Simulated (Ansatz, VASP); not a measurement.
# SnSO in two plane-wave programs, part 2 of 2

Wanted: the spread between two codes on one cell, functional and k mesh. The cell is invented: As first built, before any earlier steps moved the atoms: it takes the SnSeS structure with some of its atoms replaced by other elements, volume scaled by an estimate. It may not be a known or stable phase. The cell comes out of the VASP series on this material, whose earlier steps may have relaxed, scaled or displaced it; both programs get it as it stands.

VASP 6.6.1 and Ansatz 0.2.0.

So far: Starting point; VASP: band structure, PBE-EpsX.

## 3. Ansatz: band structure, PBE-EpsX

Level of this step: Ansatz beside VASP: Kohn-Sham DFT, plane waves, PBE-EpsX (Ansatz).

Ansatz runs on its default PAW (the set named soft_2) files.

The same cell, functional, mesh and smearing now go to Ansatz, which takes its cutoff from its data sets.

File input.yaml:

```yaml
crystal:
  lattice:
    - [3.4671176086, 0.0, 0.0]
    - [-1.7335588043, 3.0026124474, 0.0]
    - [0.0, 0.0, 5.9579538463]
  atoms:
    - { symbol: Sn, position: [0.33333333, 0.66666667, 0.9673317131] }
    - { symbol: S, position: [0.66666667, 0.33333333, 0.2244465511] }
    - { symbol: O, position: [0.0, 0.0, 0.8082227358] }
hamiltonian:
  xc: { exchange: pbe, correlation: pbe, exx: { coeff: 0.177 } }
  pseudopotentials: { kind: paw }
kpoints:
  mp_grid: { grid: [5, 5, 3] }
  band_path:
    path:
      - [0.0, 0.0, 0.0]
      - [0.4, 0.0, 0.0]
      - [0.4, 0.2, 0.0]
      - [0.2, 0.2, 0.0]
      - [0.0, 0.0, 0.1]
      - [0.0, 0.0, 0.5]
      - [0.4, 0.0, 0.5]
      - [0.4, 0.2, 0.5]
      - [0.2, 0.2, 0.5]
      - [0.5, 0.0, 0.4]
      - [0.33333, 0.33333, 0.0]
      - [0.33333, 0.33333, 0.5]
    npoints: 1
scf:
  occupations: { method: gaussian, width: 0.02 }
  n_extra_bands: 7
output:
  forces: true
  stress: true
  eigenvalues: true
```

Run with:

```
ansatz run input.yaml --threads 4 --pin off --max-ram 9216MiB --backend cpu --events-out ev --progress --plain --runs-dir out
```

Numbers of over 12 decimals in the logs are rounded to 6 here.

The log of the run:

```text
Warning: output.stress: scf.convergence.dr2_threshold = 1e-7 eV (the SCF's general default) is looser than the 3e-10 eV advised for a printed stress (1e-10 eV for each atom of the cell: 3). What an SCF threshold leaves in a stress goes as its square root, and in the free energy as the threshold itself, and one threshold admits the most on a small cell: [figures from the program's tests cut] Set scf.convergence.dr2_threshold to 3e-10 eV or tighter. The threshold is an SCF's pass mark: one that does not reach it within its budget of iterations ends unconverged, or closes short of it on a stop that the run arms, and scf.convergence.dr2_threshold's page says what that costs each kind of run
Warning: output.stress: scf.exx.energy_threshold = 1e-6 eV is looser than the 3e-8 eV advised for a stress under a hybrid functional (1e-8 eV for each atom of the cell: 3). Every SCF of the exchange loop can meet its threshold on dr2 while the loop round them stops early: no threshold on dr2 bounds what that leaves in the stress. Set scf.exx.energy_threshold to 3e-8 eV or tighter. The threshold is the loop's pass mark: a loop that does not reach it within its budget of cycles ends unconverged, and scf.exx.energy_threshold's page has the law
scf.n_extra_bands = 7 over 13 filled bands (N_el = 26.0): the run solves 20 bands
Engine: ansatz 0.2.0, aarch64-unknown-linux-gnu
Pseudopotentials: kind: paw
Pseudopotential: Sn, paw, valence charge 14, recommended cutoff 420 eV (normal), Sn.paw.azcp
Pseudopotential: S, paw, valence charge 6, recommended cutoff 420 eV (normal), S.paw.azcp
Pseudopotential: O, paw, valence charge 6, recommended cutoff 420 eV (normal), O.paw.azcp
Functional definition: unnamed
  parameter a_1 = 0.177
  exchange = (1 - a_1)*pbe_x + a_1*exact_x
  correlation = pbe_c
Crystal: 3 atoms, lattice volume = 62.025 Å³
Basis set: ecut = 420 eV, 1201 PW (Γ), exchange–correlation on 48×48×80 points (8 copies of the dense FFT grid, shifted against one another)
Bands: 20, of which v1, the nominal top of the filled ones, is band 13 counted from 1 (12 counted from 0)
Symmetry: 6 space group operations
Space group: P3m1 (ITA 156), of the structure as read, at distance tolerance 4.0e-5 Å
k-points: 12 of 75 (time reversal used)
Non-local potential: Sn, projectors of the file, l = 0: 2, l = 1: 2, l = 2: 2, l = 3: 2
Non-local potential: S, projectors of the file, l = 0: 2, l = 1: 2, l = 2: 2
Non-local potential: O, projectors of the file, l = 0: 2, l = 1: 2, l = 2: 1
PAW form: soft (Blöchl's): semilocal exchange-correlation on the pseudo side does not see the compensation charge
PAW frozen core: Sn, regenerated for the run's functional, and the local potential with it (the file was generated under x = pbe(κ = 0.804, μ = 0.219515), c = pbe(β = 0.066725))
PAW frozen core: S, regenerated for the run's functional, and the local potential with it (the file was generated under x = pbe(κ = 0.804, μ = 0.219515), c = pbe(β = 0.066725))
PAW frozen core: O, regenerated for the run's functional, and the local potential with it (the file was generated under x = pbe(κ = 0.804, μ = 0.219515), c = pbe(β = 0.066725))
PAW one-centre angular grid: Sn, 590 points (default); XC on 64 Gauss nodes
PAW one-centre angular grid: S, 110 points (default); XC on 64 Gauss nodes
PAW one-centre angular grid: O, 110 points (default); XC on 64 Gauss nodes
Initial density: superposition of atomic densities (neutral atoms: chi_scale 0, normalization atom), corrected by the library's trained network
Initial wavefunctions: pseudopotential atomic-orbital guess
Functional: x = pbe(κ = 0.804, μ = 0.219515), c = pbe(β = 0.066725), warm-up for x = 0.823 pbe(κ = 0.804, μ = 0.219515) + 0.177 exact, c = pbe(β = 0.066725)
SCF iter   1: F=—  HF=-7493.494141 eV  |F-HF|=—  |Δ(HF+E_count)|=         —  Δρ=3.46e-3  dr2=7.53e-3  ethr=1.77e-3  ⟨swp⟩=11.6  Hψ=1231  notcnv=0
preconditioner: auto → none  [insulator: Δε(μ)=0.620 eV  Ē_g=19.101 eV  σ=0.020 eV  W_gap=1.00  n_scr=22 (ndim 8)  ℏωp=24.0 eV  f_vac=0.177  D(μ)=0.00/eV (n_scr^D=0)]
SCF iter   2: F=—  HF=-7493.493890 eV  |F-HF|=—  |Δ(HF+E_count)|=   2.52e-4  Δρ=2.75e-3  dr2=5.01e-3  ethr=2.90e-5  ⟨swp⟩=6.2  Hψ=770  notcnv=0
SCF iter   3: F=—  HF=-7493.493406 eV  |F-HF|=—  |Δ(HF+E_count)|=   4.84e-4  Δρ=1.64e-3  dr2=1.81e-3  ethr=1.93e-5  ⟨swp⟩=4.2  Hψ=624  notcnv=0  defer=1
SCF iter   4: F=—  HF=-7493.493209 eV  |F-HF|=—  |Δ(HF+E_count)|=   1.97e-4  Δρ=6.45e-4  dr2=2.69e-4  ethr=6.96e-6  ⟨swp⟩=2.1  Hψ=430  notcnv=0
iter 5 solved again at ethr=6.60e-8 eV; its pass at ethr=1.04e-6 eV (dr2=1.72e-5 eV) is discarded
SCF iter   5: F=-7493.493207 eV  HF=-7493.493210 eV  |F-HF|=3.04e-6  |Δ(HF+E_count)|=   1.19e-6  Δρ=1.58e-4  dr2=1.57e-5  ethr=6.60e-8  ⟨swp⟩=3.0  Hψ=856  notcnv=0
SCF 1 stopped early in 5 iterations: F = -7493.493207 eV  dr2 = 1.57e-5
  greatest PAW one-centre occupation: 0.994 electrons in one spin orbital (limit 2), on the Sn atom at site 0 (counted from 0), in its partial waves of l = 2
Initial density: handed on by an earlier stage of this run
Initial wavefunctions: those handed on with the density
Functional: x = 0.823 pbe(κ = 0.804, μ = 0.219515) + 0.177 exact, c = pbe(β = 0.066725)
Frozen-core exchange: fock
SCF iter   1: F=—  HF=-7496.187095 eV  |F-HF|=—  |Δ(HF+E_count)|=         —  Δρ=5.65e-3  dr2=1.93e-2  ethr=6.05e-7  ⟨swp⟩=9.1  Hψ=1269  notcnv=0
preconditioner: auto → none  [insulator: Δε(μ)=1.580 eV  Ē_g=21.302 eV  σ=0.020 eV  W_gap=1.00  n_scr=22 (ndim 8)  ℏωp=24.0 eV  f_vac=0.178  D(μ)=0.00/eV (n_scr^D=0)]
SCF iter   2: F=—  HF=-7496.183306 eV  |F-HF|=—  |Δ(HF+E_count)|=   3.79e-3  Δρ=4.30e-3  dr2=8.25e-3  ethr=6.05e-7  ⟨swp⟩=5.0  Hψ=832  notcnv=0
SCF iter   3: F=—  HF=-7496.182080 eV  |F-HF|=—  |Δ(HF+E_count)|=   1.23e-3  Δρ=1.75e-3  dr2=3.25e-3  ethr=6.05e-7  ⟨swp⟩=4.0  Hψ=804  notcnv=0
SCF iter   4: F=—  HF=-7496.188038 eV  |F-HF|=—  |Δ(HF+E_count)|=   5.96e-3  Δρ=1.41e-3  dr2=1.46e-3  ethr=6.05e-7  ⟨swp⟩=4.0  Hψ=835  notcnv=0
SCF iter   5: F=—  HF=-7496.187681 eV  |F-HF|=—  |Δ(HF+E_count)|=   3.57e-4  Δρ=4.71e-4  dr2=1.63e-4  ethr=6.05e-7  ⟨swp⟩=3.2  Hψ=479  notcnv=0
SCF iter   6: F=—  HF=-7496.187782 eV  |F-HF|=—  |Δ(HF+E_count)|=   1.01e-4  Δρ=2.42e-4  dr2=5.23e-5  ethr=5.48e-7  ⟨swp⟩=3.0  Hψ=462  notcnv=0
SCF iter   7: F=-7496.187771 eV  HF=-7496.187771 eV  |F-HF|=3.61e-7  |Δ(HF+E_count)|=   1.05e-5  Δρ=2.96e-5  dr2=2.01e-6  ethr=1.75e-7  ⟨swp⟩=2.1  Hψ=398  notcnv=0
SCF 2 stopped early in 7 iterations: F = -7496.187771 eV  dr2 = 2.01e-6
  Residual-converged pass: ⟨swp⟩=5.0  Hψ=753  notcnv=0  max |occ|·‖R‖ = 6.0e-6 eV (tolerance 6.7e-6 eV)  dr2=2.07e-6  dr2_onsite=7.99e-8  max |Δocc| = 0.0e0
hybrid outer 1: dexx = +6.557e-3 eV, tail = 1.56e-5 eV
Frozen-core exchange: fock
SCF iter   1: F=—  HF=-7496.187725 eV  |F-HF|=—  |Δ(HF+E_count)|=         —  Δρ=8.58e-5  dr2=5.11e-6  ethr=3.00e-7  ⟨swp⟩=4.8  Hψ=644  notcnv=0
preconditioner: auto → none  [insulator: Δε(μ)=1.613 eV  Ē_g=21.332 eV  σ=0.020 eV  W_gap=1.00  n_scr=22 (ndim 8)  ℏωp=24.0 eV  f_vac=0.180  D(μ)=0.00/eV (n_scr^D=0)]
SCF iter   2: F=—  HF=-7496.187724 eV  |F-HF|=—  |Δ(HF+E_count)|=   1.03e-6  Δρ=7.69e-6  dr2=5.27e-8  ethr=1.81e-8  ⟨swp⟩=3.0  Hψ=439  notcnv=0
SCF iter   3: F=—  HF=-7496.187724 eV  |F-HF|=—  |Δ(HF+E_count)|=   1.81e-7  Δρ=5.06e-6  dr2=1.48e-8  ethr=7.23e-11  ⟨swp⟩=4.3  Hψ=820  notcnv=0
SCF iter   4: F=—  HF=-7496.187724 eV  |F-HF|=—  |Δ(HF+E_count)|=   3.02e-9  Δρ=1.12e-6  dr2=1.07e-9  ethr=4.53e-11  ⟨swp⟩=3.0  Hψ=441  notcnv=0
SCF iter   5: F=-7496.187724 eV  HF=-7496.187724 eV  |F-HF|=5.46e-11  |Δ(HF+E_count)|=   3.00e-9  Δρ=5.11e-7  dr2=1.27e-10  ethr=2.56e-12  ⟨swp⟩=4.0  Hψ=540  notcnv=0
SCF 3 converged in 5 iterations: F = -7496.187724 eV  dr2 = 1.27e-10
  Residual-converged pass: ⟨swp⟩=3.2  Hψ=484  notcnv=0  max |occ|·‖R‖ = 5.1e-7 eV (tolerance 5.4e-7 eV)  dr2=1.27e-10  dr2_onsite=1.57e-11  max |Δocc| = 0.0e0
hybrid outer 2: dexx = +1.771e-7 eV, tail = 1.77e-9 eV, Δε = 1.88e-3 eV (about 3.21e-5 eV left of the loop's levels), ΔF = 6.10e-3 eV/Å (tail 4.61e-4)
NSCF: frozen V_eff on 12 k-points
hybrid SCF converged: 2 outer / 12 inner (+5 warm-up), last move |dexx| = 1.77e-7 eV, tail = 1.77e-9 eV
Stability not checked: this state was not tested for a lower state beside it, because the functional holds exact exchange (a hybrid, or Hartree-Fock), whose exchange loop this test does not read (fock_operator; see scf.lower_state_search)
Free energy (F): -7496.187724 eV
Frozen-core exchange: fock
Harris-Foulkes:  -7496.187724 eV  (|F-HF|=5.46e-11)
Internal energy: -7496.187724 eV  (E = F + TS)
E sigma→0 (E₀):  -7496.187724 eV
Fermi energy:    5.732670 eV
--- Per-component energies (eV) ---
  E_band       = -202.204939
  E_kinetic    = 467.597583
  E_local      = -2209.850678  (includes V_loc(G=0)·N_el)
  E_nonlocal   = 45.140474
  E_hartree    = 1109.532447
  E_xc         = -459.464826
  E_vxc        = -230.073481  (∫ρ·V_xc dr)
  E_exx        = -54.981512  (= α·E_x^exact, valence–valence)
  E_paw        = -4941.872398  (= ΣΔE_a)
  E_vpaw       = -384.122810  (= ΣTr[D̂ρ^β])
  E_aug_tail   = 0.002348  (compensation charges beyond the density's cutoff)
  E_ewald      = -1452.404889
  E_core_change = 0.113728  (= ΣΔE_core)
  E_smearing   = -0.000000  (= −TS)
  E_closure    = -0.000000  (closes the sum)
  Σ components = -7496.187724   (vs F -7496.187724, Δ=0.00e0)
--- Forces (eV/Å), atoms counted from 1 ---
  atom   1  Sn     0.00000000    -0.00000000    -0.05406084
  atom   2  S      0.00000000     0.00000000    -0.40824372
  atom   3  O      0.00000000    -0.00000000     0.46229102
  max |Σ_I F_I| component: 1.35e-5 eV/Å
--- Stress (GPa, compression-positive) ---
       -3.661315       0.000000      -0.000000
        0.000000      -3.661315       0.000000
        0.000000       0.000000      -2.622560
  P = ⅓ Tr σ = -3.3151 GPa (-33.151 kbar)
--- Band table (eV; the first three rows and the last of 12) ---
  k-point 0: bands = [... 9 lower, 2.0579, 3.3771, 4.9203, 4.9203, 6.5386, 10.8345, 13.1449, 13.1449, ... 3 higher]
  k-point 1: bands = [... 9 lower, 2.0563, 2.8511, 4.9264, 4.9264, 7.1963, 10.7825, 13.1049, 13.1049, ... 3 higher]
  k-point 2: bands = [... 9 lower, 1.6499, 2.9906, 3.5755, 4.6203, 7.9204, 10.8836, 13.2940, 13.9752, ... 3 higher]
  k-point 11: bands = [... 9 lower, 0.3508, 1.6778, 3.3910, 3.8443, 8.8298, 12.3595, 13.1833, 13.6295, ... 3 higher]
```

Wall time 32 s (4 threads of Arm Neoverse V1, shared host); peak memory 1 GiB; 2 min of CPU time.

## 4. Differences

Known differences besides the PAW data sets themselves: exact exchange at q = 0 is treated differently, which shows on coarse meshes; VASP keeps PBE cores, Ansatz makes them for the functional; the cutoff is 420 eV in Ansatz and 520 eV in VASP; VASP takes a coarser grid for exact exchange (PRECFOCK = Fast). Total energies have different zeros and are not compared.

The two programs side by side:

```
                     quantity  Ansatz   VASP  difference
gap over the path points (eV)   1.610  1.602      +0.008
```

Forces (eV/Å; atoms numbered as in POSCAR):

| atom | Ansatz x, y, z | VASP x, y, z |
| --- | --- | --- |
| Sn1 | 0.000, 0.000, -0.054 | 0.000, 0.000, 0.022 |
| S2 | 0.000, 0.000, -0.408 | 0.000, 0.000, -0.434 |
| O3 | 0.000, 0.000, 0.462 | 0.000, 0.000, 0.411 |

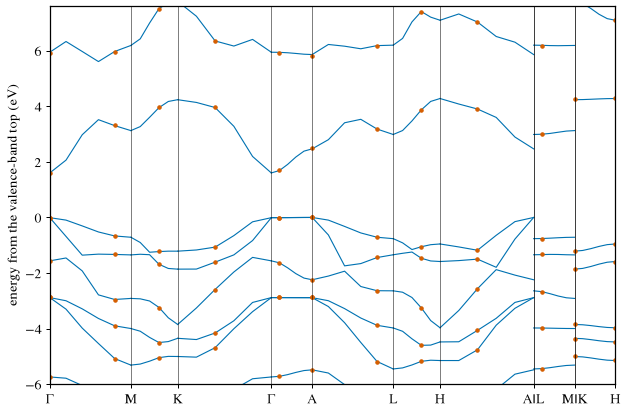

Bands from VASP (lines) and levels from Ansatz (dots). Dots without a line are higher empty bands that the VASP plot leaves out.

Levels at points of the path, from each program's valence-band top (eV; 4 filled, then empty):

```csv
k (reciprocal lattice),Ansatz,VASP
0.000 0.000 0.000,-2.87 -1.55 -0.01 -0.01 1.61 5.91,-2.88 -1.56 -0.01 -0.01 1.60 5.95
0.400 0.000 0.000,-3.89 -2.95 -1.33 -0.67 3.31 5.96,-3.90 -2.95 -1.33 -0.67 3.30 5.97
0.400 0.200 0.000,-4.50 -3.24 -1.69 -1.22 3.96 7.51,-4.50 -3.24 -1.68 -1.23 3.95 7.51
0.200 0.200 0.000,-4.15 -2.60 -1.61 -1.07 3.97 6.35,-4.16 -2.59 -1.61 -1.07 3.96 6.35
0.000 0.000 0.100,-2.87 -1.62 -0.01 -0.01 1.70 5.90,-2.88 -1.63 -0.01 -0.01 1.69 5.94
0.000 0.000 0.500,-2.87 -2.24 0.00 0.00 2.48 5.82,-2.89 -2.24 0.00 0.00 2.47 5.86
0.400 0.000 0.500,-3.87 -2.64 -1.44 -0.71 3.19 6.17,-3.88 -2.64 -1.44 -0.71 3.18 6.18
0.400 0.200 0.500,-4.60 -3.26 -1.48 -1.05 3.88 7.41,-4.60 -3.25 -1.47 -1.05 3.87 7.41
0.200 0.200 0.500,-4.06 -2.57 -1.50 -1.18 3.92 7.03,-4.06 -2.56 -1.50 -1.18 3.90 7.03
0.500 0.000 0.400,-3.97 -2.67 -1.33 -0.76 3.00 6.18,-3.98 -2.67 -1.34 -0.76 3.00 6.19
```

The forces differ by 32 meV/Å r.m.s., which is 15.9 % of the r.m.s. force of 0.20 eV/Å (both taken over all components). Among the levels compared (up to four filled and three empty ones at each point), filled levels agree within 13 meV and empty ones within 40 meV.

## 5. Looking for the cause

The difference is large enough to ask for its cause, so further runs change the set-up of one program at a time, as the table lists.

```csv
run,r.m.s. force difference (meV/Å)
as above,32
"cores kept as stored, as VASP does",31
```

## 6. Summary of results

```json
{
  "r.m.s. force difference (band structure, PBE-EpsX)": "32 meV/Å"
}
```

In words: The r.m.s. force difference is 32 meV/Å (band structure, PBE-EpsX), beyond the 12 meV/Å picked in this series as the mark of a large difference. For band structure, PBE-EpsX: no further run halves the r.m.s. force difference; only Ansatz's side was varied. 2 further runs on this material are not shown. Differences of this kind measure data sets and numerical settings, not the functional's error against experiment.

[Lines on the potential files, build, host, timing and source positions are cut from VASP's logs without a mark.]

[Logs are printed without paths, hosts, clocks, repeated set-up lines and the standing remarks that a program may print on its own settings, such as how far it seeks lower states.]

[Hosts, paths, dates, database ids (printed as entryN), source tags and the programs' standing remarks are cut or masked in the printed files.]
